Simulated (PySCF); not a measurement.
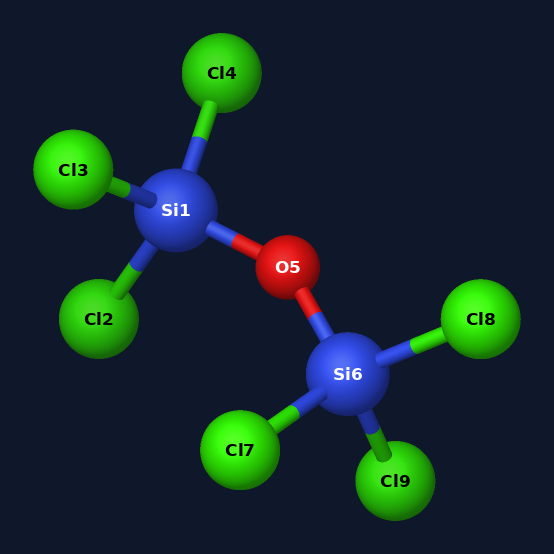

Computed geometry: PBE0-D3(BJ)/def2-SVP optimisation. No frequency run is at hand to confirm it as a minimum. Properties computed with delta-SCF UKS SCAN, pcX-2 on the ionised atom (unc-x2c-TZVPall on a metal), pcseg-1 elsewhere, spin-free X2C (PySCF 2.14.0).

Give the core-electron binding energies (to vacuum; p and d levels without spin–orbit splitting) of Si1 1s, Si1 2p, Cl2 1s, Cl2 2p, O5 1s.

| atom | level | binding energy (eV) |
| --- | --- | --- |
| Si1 | 1s | 1850.7 |
| Si1 | 2p | 110.6 |
| Cl2 | 1s | 2829.5 |
| Cl2 | 2p | 207.5 |
| O5 | 1s | 539.5 |
